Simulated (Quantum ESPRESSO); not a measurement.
## Effort and miss along a sweep of ecutwfc: SrMg6Cd (Amm2, 8 atoms in the cell)

Cell: a = 5.2469 Å, b = 6.8141 Å, c = 6.8141 Å, α = 58.73°, β = 90.00°, γ = 90.00°.

Computed with PBEsol, SSSP 1.1.2 efficiency (PBE) pseudopotentials (plane waves; Quantum ESPRESSO).

Base settings: ecutwfc = 45 Ry; ecutrho = 360 Ry; occupations = smearing; smearing = fermi-dirac; degauss = 0.0073499 Ry; input_dft = pbesol; K_POINTS = automatic 4 3 3 1 1 1; conv_thr = 1e-09 Ry; mixing_beta = 0.3.

Misses are taken against the tightest run, 90 Ry (ecutrho: 360 Ry → 720 Ry), which need not be fully converged itself. The energy is the free energy per atom.

The count of work is k-points × plane waves × bands × iterations; it is no time, and leaves out set-up, grids and terms that scale otherwise. Core times come from one kind of shared machine and are given to one figure; runs under 30 s give none.

The starting cell comes from a database of computed structures (which also holds hypothetical and non-ambient phases and stackings), without a prior relaxation at this level.

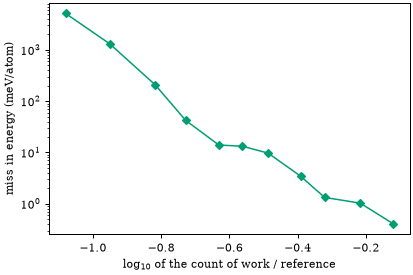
Fig. 1. Miss against the count of work; the reference run is not drawn, and misses under 0.1 meV/atom are drawn there.

```csv
ecutwfc,energy less reference (meV/atom),pressure less reference (GPa),largest difference in the force on any atom (eV/Å),count of work / reference,core time / reference (rough)
18 Ry (ecutrho: 360 Ry → 144 Ry),5146.83,-126.08,0.059,0.083,0.1
22 Ry (ecutrho: 360 Ry → 176 Ry),1313.46,-41.65,0.011,0.11,0.1
27 Ry (ecutrho: 360 Ry → 216 Ry),208.11,-9.07,0.002,0.15,0.2
31 Ry (ecutrho: 360 Ry → 248 Ry),42.26,-2.05,0.000,0.19,0.2
36 Ry (ecutrho: 360 Ry → 288 Ry),13.96,-0.09,0.000,0.23,0.2
40 Ry (ecutrho: 360 Ry → 320 Ry),13.20,-0.04,0.000,0.27,0.2
45 Ry,9.71,-0.18,0.001,0.33,0.3
52 Ry (ecutrho: 360 Ry → 416 Ry),3.42,-0.13,0.000,0.41,0.3
58 Ry (ecutrho: 360 Ry → 464 Ry),1.33,-0.03,0.000,0.48,0.5
68 Ry (ecutrho: 360 Ry → 544 Ry),1.02,0.00,0.000,0.61,0.7
79 Ry (ecutrho: 360 Ry → 632 Ry),0.41,-0.01,0.000,0.76,0.9
90 Ry (ecutrho: 360 Ry → 720 Ry),0.00,0.00,0.000,1.0,1
```

Coarsest setting among those run that, with all tighter ones, holds the energy within 20 meV/atom of the reference: 36 Ry (ecutrho: 360 Ry → 288 Ry), off by 14 meV/atom; it needs 0.23 of the reference's count of work and about 0.2 of the reference's time.

Coarsest setting among those run that, with all tighter ones, holds the energy within 5 meV/atom of the reference: 52 Ry (ecutrho: 360 Ry → 416 Ry), off by 3.4 meV/atom; it needs 0.41 of the reference's count of work and about 0.3 of the reference's time.

The step from 45 Ry to 79 Ry (ecutrho: 360 Ry → 632 Ry): it takes the miss in the energy from 9.7 to 0.41 meV/atom, for 2.3 times the count of work and roughly 4 times the time.
